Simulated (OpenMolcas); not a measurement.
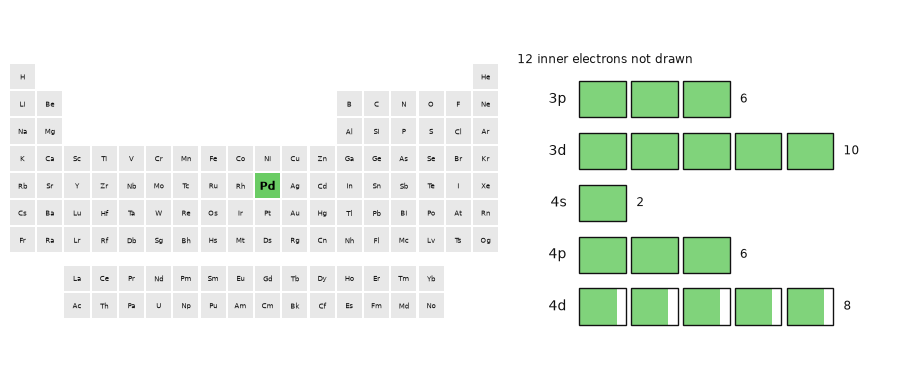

*Left, the place of palladium in the periodic table; right, the outer shells of the leading configuration of the lowest level: a box for each of the 2l + 1 orbitals, shaded by the share of the shell that is filled, with the electron count at the right.*

**Multiconfigurational calculation, with input and output: Pd²⁺ complex**

System: Pd²⁺ with 6 ligands (F; octahedron, 2.27 Å), embedded in NaF by model potentials and point charges, whose field is part of the energies.
Method: state-averaged CASSCF, active space 8 electrons in the shell 4d, basis ANO-RCC-VDZP on the metal and ANO-RCC-VDZP on the ligands, DKH2 scalar Hamiltonian, spin-orbit coupling by RASSI with atomic mean-field integrals (OpenMolcas).

### Log (extracts)
```
--- SEWARD ---
Basis set label: PD.ANO-RCC...6S5P3D1F.

      Electronic valence basis set:
      ------------------
      Associated Effective Charge  46.000000 au
      Associated Actual Charge     46.000000 au
      Nuclear Model: Point charge

      Shell  nPrim  nBasis  Cartesian Spherical Contaminant
         s      21       6        X
         p      18       5        X
         d      13       3                 X
         f       6       1                 X
                  Relativistic Douglas-Kroll-Hess integrals:
                    - DKH order of Hamiltonian: 2
                    - DKH order of Properties : 0
                  Atomic mean-field integrals
--- RASSCF ---
Wave function specifications:
      -----------------------------

      Number of closed shell electrons          96
      Number of electrons in active shells       8
      Max number of holes in RAS1 space          0
      Max nr of electrons in RAS3 space          0
      Number of inactive orbitals               48
      Number of active orbitals                  5
      Number of secondary orbitals              98
      Spin quantum number                      1.0
      State symmetry                             1
Orbital specifications:
      -----------------------

      Symmetry species                           1   2
                                                ag  au
      Frozen orbitals                            0   0
      Inactive orbitals                         24  24
      Active orbitals                            5   0
      RAS1 orbitals                              0   0
      RAS2 orbitals                              5   0
      RAS3 orbitals                              0   0
      Secondary orbitals                        46  52
      Deleted orbitals                           0   0
      Number of basis functions                 75  76
      Number of CSFs                            10
      Number of root(s) required                10
      Iter CI   SX   CI       RASSCF       Energy    max ROT     max BLB   max BLB  Level Ln srch  Step   QN
          iter iter root      energy       change     param      element    value   shift minimum  type update
 Nr of preliminary CI iterations:   1
      Total energies have been shifted. Add                -5000.00 au
        1   1   10    0  -640.94981265    0.00E+00  -7.08E-02   27  33 1  4.03E-01*  1.35   0.00    SX    NO
        2   1   10    0  -641.62830180   -6.78E-01* -5.70E-02   12  32 2  1.10E-01*  1.05   0.00    SX    NO
        3   1   10    0  -641.71191872   -8.36E-02* -3.38E-02   12  32 2  5.01E-02*  0.95   0.00    SX    NO
        4   1   10    0  -641.72712816   -1.52E-02* -2.04E-02   24  34 2  2.95E-02*  0.93   0.00    SX    NO
        5   1    9    0  -641.73195716   -4.83E-03* -2.59E-02   24  34 2  1.79E-02*  0.92   2.44    LS   YES
        6   1    9    0  -641.73451497   -2.56E-03*  5.56E-03   28  34 1 -7.57E-03*  0.90   1.13    QN   YES
        7   1    9    0  -641.73494950   -4.35E-04*  4.12E-03    7  32 2  3.40E-03*  0.90   1.76    LS   YES
        8   1    8    0  -641.73504874   -9.92E-05* -1.49E-03    7  32 2  3.47E-03*  0.90   1.02    QN   YES
        9   1    8    0  -641.73509150   -4.28E-05* -9.78E-04    9  37 2  6.92E-04*  0.90   1.27    QN   YES
       10   1    7    0  -641.73509718   -5.68E-06* -5.30E-04   27  33 1  2.63E-04*  0.90   1.26    QN   YES
       11   1    6    0  -641.73509834   -1.16E-06* -2.53E-04    9  34 2 -1.89E-04*  0.90   1.38    QN   YES
       12   1    6    0  -641.73509858   -2.34E-07* -5.17E-05    7  35 2 -5.05E-05   0.90   1.20    QN   YES
       13   1    5    0  -641.73509860   -2.27E-08*  1.56E-05    7  35 2 -1.71E-05   0.90   1.26    QN   YES
       14   1    5    0  -641.73509860   -3.19E-09   6.51E-06    7  32 2  7.80E-06   0.90   1.23    QN   YES
      Convergence after 14 iterations
       15   1    5    0  -641.73509860   -4.35E-10   6.51E-06   28  40 1 -2.67E-06   0.90   1.23    QN   YES
      Natural orbitals and occupation numbers for root  1
      sym 1:   2.000000   2.000000   1.000000   2.000000   1.000000
      Natural orbitals and occupation numbers for root  2
      sym 1:   1.020638   1.979362   1.020638   2.000000   1.979362
      Natural orbitals and occupation numbers for root  3
      sym 1:   2.000000   1.776336   1.776336   1.223664   1.223664
::    RASSCF root number  1 Total energy:  -5641.80846344
::    RASSCF root number  2 Total energy:  -5641.76230150
::    RASSCF root number  3 Total energy:  -5641.76230150
::    RASSCF root number  4 Total energy:  -5641.76230150
::    RASSCF root number  5 Total energy:  -5641.73388082
::    RASSCF root number  6 Total energy:  -5641.73388082
::    RASSCF root number  7 Total energy:  -5641.73388082
::    RASSCF root number  8 Total energy:  -5641.68465855
::    RASSCF root number  9 Total energy:  -5641.68465855
::    RASSCF root number 10 Total energy:  -5641.68465855
--- RASSCF ---
Wave function specifications:
      -----------------------------

      Number of closed shell electrons          96
      Number of electrons in active shells       8
      Max number of holes in RAS1 space          0
      Max nr of electrons in RAS3 space          0
      Number of inactive orbitals               48
      Number of active orbitals                  5
      Number of secondary orbitals              98
      Spin quantum number                      0.0
      State symmetry                             1
Orbital specifications:
      -----------------------

      Symmetry species                           1   2
                                                ag  au
      Frozen orbitals                            0   0
      Inactive orbitals                         24  24
      Active orbitals                            5   0
      RAS1 orbitals                              0   0
      RAS2 orbitals                              5   0
      RAS3 orbitals                              0   0
      Secondary orbitals                        46  52
      Deleted orbitals                           0   0
      Number of basis functions                 75  76
      Number of CSFs                            15
      Number of root(s) required                15
      Iter CI   SX   CI       RASSCF       Energy    max ROT     max BLB   max BLB  Level Ln srch  Step   QN
          iter iter root      energy       change     param      element    value   shift minimum  type update
 Nr of preliminary CI iterations:   1
      Total energies have been shifted. Add                -5000.00 au
        1   1    8    0  -641.67464725    0.00E+00  -9.58E-03   25  31 1 -6.73E-03*  0.90   0.00    SX    NO
        2   1    8    0  -641.67503113   -3.84E-04* -6.52E-03   18  29 1  2.70E-03*  0.90   0.00    SX    NO
        3   1    8    0  -641.67518829   -1.57E-04*  4.16E-03   25  31 1 -1.79E-03*  0.90   0.00    SX    NO
        4   1    8    0  -641.67525741   -6.91E-05*  2.72E-03   18  29 1  1.13E-03*  0.90   0.00    SX    NO
        5   1    7    0  -641.67528852   -3.11E-05*  4.01E-03   18  29 1  7.35E-04*  0.90   2.50    LS   YES
        6   1    7    0  -641.67531200   -2.35E-05* -1.61E-03   16  30 1 -2.69E-04*  0.90   1.39    QN   YES
        7   1    7    0  -641.67531435   -2.35E-06*  2.44E-04   16  30 1 -1.72E-04*  0.90   1.06    QN   YES
        8   1    6    0  -641.67531449   -1.38E-07*  2.99E-04   16  30 1 -1.11E-04*  0.90   2.22    LS   YES
        9   1    6    0  -641.67531455   -6.59E-08* -1.71E-04   16  30 1 -3.69E-05   0.90   1.09    QN   YES
       10   1    5    0  -641.67531458   -2.66E-08* -4.85E-05   12  34 2  2.11E-05   0.90   1.26    QN   YES
       11   1    5    0  -641.67531458   -2.98E-09   7.76E-06   16  32 2  7.72E-06   0.90   1.21    QN   YES
      Convergence after 11 iterations
       12   1    5    0  -641.67531458   -5.18E-10   7.76E-06   16  32 2  2.96E-06   0.90   1.21    QN   YES
      Natural orbitals and occupation numbers for root  1
      sym 1:   1.977173   1.990502   1.017600   1.997124   1.017600
      Natural orbitals and occupation numbers for root  2
      sym 1:   1.999360   1.986031   1.017600   1.979409   1.017600
      Natural orbitals and occupation numbers for root  3
      sym 1:   1.910804   1.910804   1.133794   1.910804   1.133794
::    RASSCF root number  1 Total energy:  -5641.74754688
::    RASSCF root number  2 Total energy:  -5641.74754688
::    RASSCF root number  3 Total energy:  -5641.70671426
::    RASSCF root number  4 Total energy:  -5641.70314313
::    RASSCF root number  5 Total energy:  -5641.70314313
::    RASSCF root number  6 Total energy:  -5641.70314313
::    RASSCF root number  7 Total energy:  -5641.68399484
::    RASSCF root number  8 Total energy:  -5641.68399484
::    RASSCF root number  9 Total energy:  -5641.68399483
::    RASSCF root number 10 Total energy:  -5641.64587515
::    RASSCF root number 11 Total energy:  -5641.64587515
::    RASSCF root number 12 Total energy:  -5641.64430696
::    RASSCF root number 13 Total energy:  -5641.64430696
::    RASSCF root number 14 Total energy:  -5641.64430696
::    RASSCF root number 15 Total energy:  -5641.54182565
--- RASSI ---
SPIN-FREE ENERGIES:
  (Shifted by EMIN (a.u.) =      -5641.8084634423)

 SF State       Relative EMIN(au)   Rel lowest level(eV)    D:o, cm**(-1)

     1             0.0000000000        0.0000000000              0.0000
     2             0.0461619435        1.2561304741          10131.3755
     3             0.0461619435        1.2561304741          10131.3755
     4             0.0461619435        1.2561304741          10131.3755
    11             0.0609165596        1.6576240326          13369.6395
    12             0.0609165596        1.6576240326          13369.6395
     7             0.0745826267        2.0294966615          16368.9945
     5             0.0745826267        2.0294966615          16368.9945
     6             0.0745826267        2.0294966615          16368.9945
    13             0.1017491833        2.7687363275          22331.3645
    14             0.1053203077        2.8659115718          23115.1357
    15             0.1053203077        2.8659115718          23115.1357
    16             0.1053203077        2.8659115718          23115.1357
     8             0.1238048939        3.3689027864          27172.0334
     9             0.1238048939        3.3689027864          27172.0334
    10             0.1238048939        3.3689027864          27172.0334
    17             0.1244686071        3.3869633422          27317.7017
    18             0.1244686071        3.3869633422          27317.7017
    19             0.1244686071        3.3869633422          27317.7017
    20             0.1625882946        4.4242528843          35684.0060
    21             0.1625882946        4.4242528843          35684.0060
    22             0.1641564847        4.4669255104          36028.1840
    23             0.1641564847        4.4669255104          36028.1840
    24             0.1641564847        4.4669255104          36028.1840
    25             0.2666377957        7.2555840461          58520.2319
     Dipole printing threshold changed to   1.00000000E+00
Eigenvalues of complex Hamiltonian:
   -----------------------------------
  (Shifted by EMIN (a.u.) =      -5641.8084634423)

 SO State       Relative EMIN(au)   Rel lowest level(eV)    D:o, cm**(-1)

     1            -0.0023071041        0.0000000000              0.0000
     2            -0.0023071041        0.0000000000              0.0000
     3            -0.0023071041        0.0000000000              0.0000
     4             0.0392420582        1.1306103057           9118.9871
     5             0.0392420582        1.1306103057           9118.9871
     6             0.0426646436        1.2237435991           9870.1578
     7             0.0426646436        1.2237435990           9870.1578
     8             0.0426646436        1.2237435991           9870.1578
     9             0.0476805872        1.3602343780          10971.0301
    10             0.0476805872        1.3602343779          10971.0301
    11             0.0476805872        1.3602343780          10971.0301
    12             0.0495665815        1.4115548967          11384.9580
    13             0.0579558145        1.6398375551          13226.1819
    14             0.0579558145        1.6398375549          13226.1818
    15             0.0648391811        1.8271435040          14736.9062
    16             0.0717998372        2.0165526058          16264.5936
    17             0.0717998372        2.0165526058          16264.5936
    18             0.0717998372        2.0165526058          16264.5936
    19             0.0790187879        2.2129902598          17848.9702
    20             0.0790187879        2.2129902598          17848.9702
    21             0.0790187879        2.2129902598          17848.9702
    22             0.0843861926        2.3590447830          19026.9793
    23             0.0843861926        2.3590447829          19026.9793
    24             0.1007614947        2.8046394523          22620.9427
    25             0.1007614947        2.8046394524          22620.9427
    26             0.1007614947        2.8046394525          22620.9427
    27             0.1030833159        2.8678194276          23130.5236
    28             0.1227464641        3.4028809477          27446.0858
    29             0.1227464641        3.4028809477          27446.0858
    30             0.1236647666        3.4278692319          27647.6299
    31             0.1236647666        3.4278692319          27647.6299
    32             0.1236647666        3.4278692319          27647.6299
    33             0.1269823101        3.5181441888          28375.7465
    34             0.1270946261        3.5212004632          28400.3970
    35             0.1270946261        3.5212004633          28400.3970
    36             0.1270946261        3.5212004629          28400.3970
    37             0.1274841855        3.5318009152          28485.8955
    38             0.1274841855        3.5318009152          28485.8955
    39             0.1274841855        3.5318009152          28485.8955
    40             0.1637237888        4.5179307579          36439.5690
    41             0.1637237888        4.5179307579          36439.5690
Weights of the five most important spin-orbit-free states for each spin-orbit state.

 SO State  Total energy (au)           Spin-free states, spin, and weights
 -------------------------------------------------------------------------------------------------------
    1        -0.002307       1 1.0  0.9599    3 1.0  0.0139    2 1.0  0.0125    4 1.0  0.0102   16 0.0  0.0020
    2        -0.002307       1 1.0  0.9599    3 1.0  0.0163    4 1.0  0.0145    2 1.0  0.0058   14 0.0  0.0022
    3        -0.002307       1 1.0  0.9599    2 1.0  0.0182    4 1.0  0.0119    3 1.0  0.0064   15 0.0  0.0025
    4         0.039242       4 1.0  0.3833    3 1.0  0.3644    2 1.0  0.1188   11 0.0  0.0764    6 1.0  0.0182
    5         0.039242       2 1.0  0.4588    3 1.0  0.2133    4 1.0  0.1943   12 0.0  0.0764   11 0.0  0.0166
    6         0.042665       2 1.0  0.4720    4 1.0  0.3173    3 1.0  0.1544    6 1.0  0.0251    7 1.0  0.0249
    7         0.042665       4 1.0  0.4710    3 1.0  0.4696    5 1.0  0.0251    7 1.0  0.0243   17 0.0  0.0041
    8         0.042665       2 1.0  0.4686    3 1.0  0.3197    4 1.0  0.1555    5 1.0  0.0249    6 1.0  0.0243
    9         0.047681       3 1.0  0.4589    4 1.0  0.4570    1 1.0  0.0348    5 1.0  0.0173    7 1.0  0.0166
   10         0.047681       2 1.0  0.4563    3 1.0  0.2908    4 1.0  0.1722    1 1.0  0.0348    5 1.0  0.0169
   11         0.047681       2 1.0  0.4596    4 1.0  0.2902    3 1.0  0.1696    1 1.0  0.0348    6 1.0  0.0173
   12         0.049567       4 1.0  0.3333    3 1.0  0.3333    2 1.0  0.3333   12 0.0  0.0000    5 1.0  0.0000
```

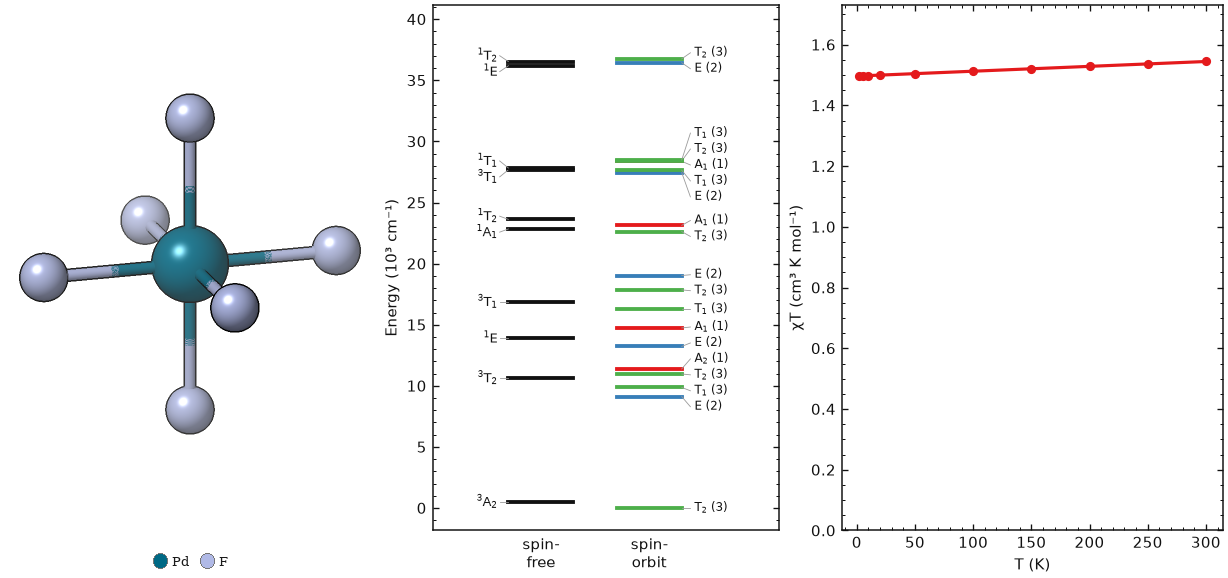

*Pd²⁺ (4d⁸) as a dopant in NaF, a cluster with its 6 nearest F⁻ at 2.270 Å (octahedron) embedded in model potentials and point charges; the geometry was set, not optimised, and its levels and susceptibility. Labels give the representation in O, Td, D4 or D3 as the site allows (double group for half-integer spin) where it could be assigned and, in brackets, the degeneracy; spin-free states, where drawn, share the zero of the spin-orbit levels. Powder susceptibility by Van Vleck's formula.*

The ground level is T₂, 3-fold degenerate, 100 % from states of spin multiplicity 3. The next level lies at 9,120 cm⁻¹ (E). The lowest spin-free state is ³A₂; of the same spin there follow at 10,100 cm⁻¹ (³T₂), 16,400 cm⁻¹ (³T₁) and 27,200 cm⁻¹ (³T₁) above it. χT is 1.50 cm³ K mol⁻¹ at 2 K and 1.54 at 300 K, an effective moment of 3.52 μB. The active orbitals hold 90 to 97 % metal character (Löwdin), and the Mulliken charge of the metal is +1.37.

### The input
```
&GATEWAY
Basis set
Pd.ANO-RCC-VDZP.
Pd1 0.0 0.0 0.0 Angstrom
End of basis
Basis set
F.ANO-RCC-VDZP.
L1 2.270000 0.000000 0.000000 Angstrom
L2 0.000000 2.270000 0.000000 Angstrom
L3 0.000000 0.000000 2.270000 Angstrom
End of basis
Basis set
Na.EMB-AIMP.Seijo.6s3p.1s1p.ECP.NaF.
PseudoCharge
* 3 symmetry-unique lattice sites within 7.6 angstrom
End of basis
Basis set
Na.EMB-AIMP.Seijo.0s.0s.ECP.NaF.
PseudoCharge
* 36 symmetry-unique lattice sites within 7.6 angstrom
End of basis
Basis set
F.EMB-AIMP.Seijo.0s.0s.ECP.NaF.
PseudoCharge
* 31 symmetry-unique lattice sites within 7.6 angstrom
End of basis
Symmetry
XYZ
AngMom=0.0 0.0 0.0
AMFI
RICD
XField
1025 Angstrom 0
* Evjen-weighted lattice charges
&SEWARD
&RASSCF
FileOrb=start.orb
Symmetry=1
Spin=3
nActEl=8 0 0
Inactive=24 24
Ras2=5 0
CIRoot=10 10 1
SDav=10
CIMx=300
Iter=150 100
PrWF=0.3
OrbListing=Nothing
MaxOrb=0
LevShft=1.0
>>> COPY $Project.JobIph JOB001
&RASSCF
FileOrb=start.orb
Symmetry=1
Spin=1
nActEl=8 0 0
Inactive=24 24
Ras2=5 0
CIRoot=15 15 1
SDav=15
CIMx=300
Iter=150 100
PrWF=0.3
OrbListing=Nothing
MaxOrb=0
LevShft=1.0
>>> COPY $Project.JobIph JOB002
&RASSI
NrOfJobIphs=2 10 15
1 2 3 4 5 6 7 8 9 10
1 2 3 4 5 6 7 8 9 10 11 12 13 14 15
IphNames
JOB001
JOB002
EJob
SpinOrbit
DIPRint=1.0
SOCoupling=1000.0
Subsets=2
Property=9
'ANGMOM' 1 'ANGMOM' 2 'ANGMOM' 3 'MLTPL  1' 1 'MLTPL  1' 2 'MLTPL  1' 3
'AMFI' 1 'AMFI' 2 'AMFI' 3
SOProperty=3
'ANGMOM' 1 'ANGMOM' 2 'ANGMOM' 3
```

The file start.orb holds starting orbitals from an earlier step. A driver script formed the levels outside the program, from RASSI's spin-orbit matrix and the active-space energies, averaged over the components of each term or state.

Run as:
```bash
OMP_NUM_THREADS=1 MOLCAS_MEM=2457 MOLCAS_PROJECT=a pymolcas a.inp > a.log  # once for each step of the input, in one work folder
```

### Key numbers

| quantity | value |
| --- | --- |
| outcome | converged |
| energy of the lowest spin-free term | −5641.80846 hartree |
| energy of the lowest spin-orbit level | −5641.81077 hartree |
| largest spread among components of a term | 0.0 cm⁻¹ |
| hardware | 1 thread of Arm Neoverse V1, 24 GiB of memory available, shared host |
| wall time | 21 s |
| peak memory | 0.38 GiB |

### Remarks

Without dynamic correlation the splittings between terms come out too large, often by 20 to 50 %. To bear in mind: the geometry is set by hand, with no relaxation.
